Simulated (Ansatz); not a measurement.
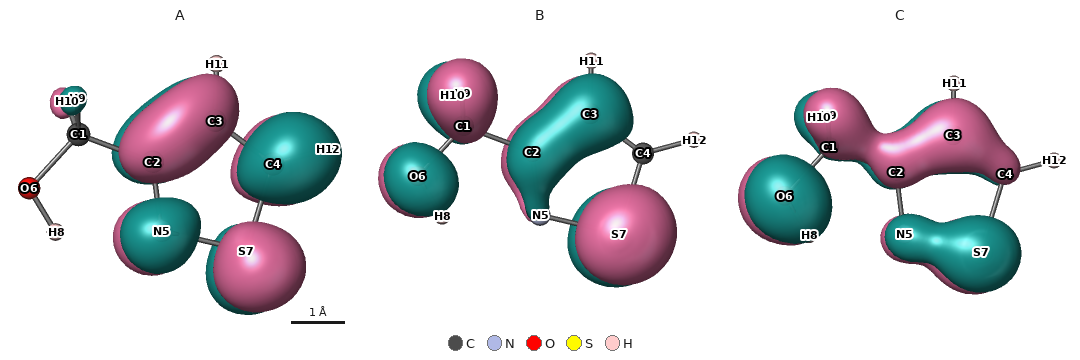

The picture shows: C4H5NOS (SMILES OCc1ccsn1). Three frontier orbitals at ±0.1 Å⁻³ᐟ² (teal and pink are the two phases), in no order.

Geometry: B3LYP-D3(BJ)/def2-SVP.

Method: isolated molecule in a Gaussian basis; Kohn-Sham density functional theory, functional PBE0 in Ansatz 0.2.0.

The calculation's input:

```
crystal:
  periodic: [false, false, false]
  atoms:
    - symbol: C
      position_ang: [-1.649714, -0.921743, 1.203793]
    - symbol: C
      position_ang: [-0.542658, -0.581082, 0.235975]
    - symbol: C
      position_ang: [0.760832, -0.088616, 0.569321]
    - symbol: C
      position_ang: [1.500948, 0.109068, -0.568677]
    - symbol: N
      position_ang: [-0.782187, -0.747696, -1.047570]
    - symbol: O
      position_ang: [-2.799228, -1.378135, 0.557336]
    - symbol: S
      position_ang: [0.559965, -0.316998, -1.948735]
    - symbol: H
      position_ang: [-2.598067, -1.363473, -0.394215]
    - symbol: H
      position_ang: [-1.265959, -1.682384, 1.915143]
    - symbol: H
      position_ang: [-1.867835, -0.019139, 1.811812]
    - symbol: H
      position_ang: [1.113769, 0.102326, 1.582961]
    - symbol: H
      position_ang: [2.524394, 0.474602, -0.653171]
basis:
  gaussian:
    orbitals: def2-SVPD
hamiltonian:
  xc: {name: PBE0}
output: {forces: true, orbitals: {seedname: orbitals}}
```

Command:

```sh
ansatz run input.yaml --threads 2 --pin off --max-ram 4350MiB --events-out events.jsonl --progress --plain --runs-dir runs
```

> Order the three orbitals by energy and name them.

C is the HOMO−1 (−8.24 eV). By Hirshfeld shares it lies mainly on O6 (about 45 %), S7 (about 15 %), C3 (about 10 %), C1 (about 5 %) and C2 (about 5 %). B is the HOMO (−7.47 eV). By Hirshfeld shares it lies mainly on S7 (about 35 %), O6 (about 20 %), C3 (about 15 %), C2 (about 10 %) and C1 (about 10 %). A is the LUMO (−1.27 eV). It lies mainly on C4 (about 25 %), S7 (about 25 %), N5 (about 20 %), C3 (about 15 %) and C2 (about 10 %).

> What is the HOMO–LUMO gap?

6.20 eV between the orbital energies.
